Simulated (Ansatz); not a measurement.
# AlH3S (SMILES [AlH2][SH]): B2PLYP/def2-TZVP

Aim: the vertical singlet–triplet gap of AlH3S at B2PLYP/def2-TZVP, from 2 runs. 

Program for the calculation: Ansatz 0.2.0.

48 further runs of the same task are left out: 48 set aside as unsound or not needed.

### 1 The molecule

AlH3S: 5 atoms, total charge 0, spin state singlet. As SMILES, `[AlH2][SH]`. The coordinates come from a PBE0-D4/def2-TZVP relaxation.

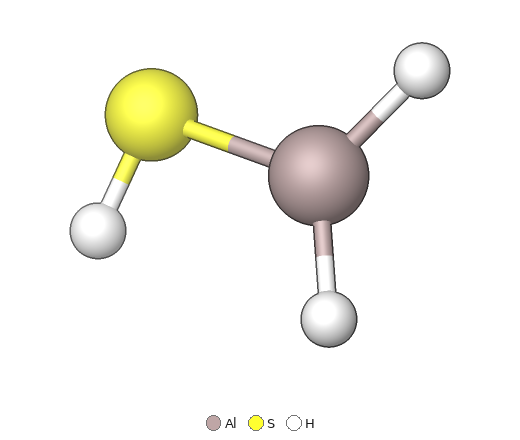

The structure, seen from a chosen angle (aluminium light grey, sulfur yellow, hydrogen white).

### 2 The energy at B2PLYP/def2-TZVP

job.yaml reads:

```yaml
crystal:
  periodic: [false, false, false]
  atoms:
    - symbol: Al
      position_ang: [-0.616100, -0.064200, -0.181700]
    - symbol: S
      position_ang: [1.129100, -0.343100, 1.096600]
    - symbol: H
      position_ang: [-1.981700, -0.650100, 0.351100]
    - symbol: H
      position_ang: [-0.441100, 0.696000, -1.556400]
    - symbol: H
      position_ang: [1.959700, 0.287800, 0.249000]
basis:
  gaussian:
    orbitals: def2-TZVP
hamiltonian:
  xc: {name: B2PLYP}
correlation:
  frozen_orbitals: {Al: 5, H: 0, S: 5}
accuracy: high
output:
  orbitals: {seedname: orbitals}
```

Launch:

```bash
$ ansatz run job.yaml --threads 1 --pin off --max-ram 3480MiB --events-out events.jsonl --progress --plain --runs-dir runs
```

Output:

```text
Warning: RAYON_NUM_THREADS=1 ignored (pool sized by the plan → 1); use --threads N
Functional definition: B2PLYP
  name "B2PLYP"
  parameter a = 0.53
  parameter c = 0.27
  exchange = (1 - a)*b88_x + a*exact_x
  correlation = (1 - c)*lyp_c + c*(mp2_os + mp2_ss)
1572 factors; integrals over basis functions are off by at most 3.5e-9 eV
mean field evaluation 1: about -17472.7628 eV, gradient 1.4e1 eV
mean field evaluation 2: about -17472.7635 eV, gradient 1.4e1 eV
mean field evaluation 4: about -17473.3874 eV, gradient 1.1e0 eV
mean field evaluation 8: about -17473.3915 eV, gradient 1.5e-2 eV
mean field evaluation 16: about -17473.3915 eV, gradient 1.9e-6 eV
mean field -17473.39151886 eV, -642.1352944281 hartree, gradient 5.0e-8 eV, S^2 0.000000; 0 other end points of the search recorded, 0 dependent functions left out
10 core orbitals not correlated: weight in the atoms' cores, before any rotation towards them, 1.000 or more for the frozen orbitals, at most 0.000 for the correlated occupied ones
reference -17473.39154180 eV, -642.1352952710 hartree; 6, 6 occupied and 76, 76 virtual orbitals, 1572 factors
second order -8.45271739 eV of doubles, -0.00000000 eV of singles
Total energy: -17475.67377549 eV, -642.2191658123 hartree
```

Run time: 7.2 s. Hardware: 1 thread of Arm Neoverse V1, shared host; peak memory 0.23 GiB.

### 3 The triplet, same level

job.yaml reads:

```yaml
crystal:
  periodic: [false, false, false]
  atoms:
    - {symbol: Al, position_ang: [-0.616100, -0.064200, -0.181700]}
    - {symbol: S, position_ang: [1.129100, -0.343100, 1.096600]}
    - {symbol: H, position_ang: [-1.981700, -0.650100, 0.351100]}
    - {symbol: H, position_ang: [-0.441100, 0.696000, -1.556400]}
    - {symbol: H, position_ang: [1.959700, 0.287800, 0.249000]}
basis:
  gaussian:
    orbitals: def2-TZVP
magnetization:
  spin_polarized: true
  initial_magnetization: 2
hamiltonian:
  xc: {name: B2PLYP}
correlation:
  frozen_orbitals: {Al: 5, H: 0, S: 5}
accuracy: high
output: {orbitals: {seedname: orbitals}}
```

Launch:

```bash
$ ansatz run job.yaml --threads 1 --pin off --max-ram 3480MiB --events-out events.jsonl --progress --plain --runs-dir runs
```

Output:

```text
Warning: RAYON_NUM_THREADS=1 ignored (pool sized by the plan → 1); use --threads N
Functional definition: B2PLYP
  name "B2PLYP"
  parameter a = 0.53
  parameter c = 0.27
  exchange = (1 - a)*b88_x + a*exact_x
  correlation = (1 - c)*lyp_c + c*(mp2_os + mp2_ss)
1572 factors; integrals over basis functions are off by at most 3.5e-9 eV
mean field evaluation 1: about -17467.3362 eV, gradient 9.9e0 eV
mean field evaluation 2: about -17467.4251 eV, gradient 9.9e0 eV
mean field evaluation 4: about -17468.4485 eV, gradient 1.2e0 eV
mean field evaluation 8: about -17468.4627 eV, gradient 4.7e-2 eV
mean field evaluation 16: about -17468.4627 eV, gradient 1.6e-4 eV
mean field evaluation 32: about -17468.4627 eV, gradient 1.5e-7 eV
mean field -17468.46271865 eV, -641.9541643610 hartree, gradient 7.7e-8 eV, S^2 2.016316; 6 other end points of the search recorded, 0 dependent functions left out
10 core orbitals not correlated: weight in the atoms' cores, before any rotation towards them, 1.000 or more for the frozen orbitals, at most 0.000 for the correlated occupied ones
reference -17468.46274075 eV, -641.9541651732 hartree; 7, 5 occupied and 75, 77 virtual orbitals, 1572 factors
second order -7.59145142 eV of doubles, -0.00000000 eV of singles
Total energy: -17470.51243263 eV, -642.0294899606 hartree
```

Run time: 21 s. Hardware: 1 thread of Arm Neoverse V1, shared host; peak memory 0.31 GiB.

### 4 Outcome

Level: B2PLYP/def2-TZVP, 10 core orbitals frozen.

```
                                                         quantity          value
                                            singlet: total energy  -642.21917 Eh
                       singlet: HOMO energy (SCF part's orbitals)       -8.79 eV
                       singlet: LUMO energy (SCF part's orbitals)       -0.39 eV
                     singlet: HOMO–LUMO gap (SCF part's orbitals)        8.41 eV
                                            triplet: total energy  -642.02949 Eh
triplet: HOMO energy (SCF part's orbitals) (highest over α and β)       -3.82 eV
                                                    triplet: ⟨S²⟩          2.016
                 vertical energy of the triplet above the singlet       5.161 eV
```

At this shape the triplet lies 5.16 eV (119 kcal/mol) above the singlet.
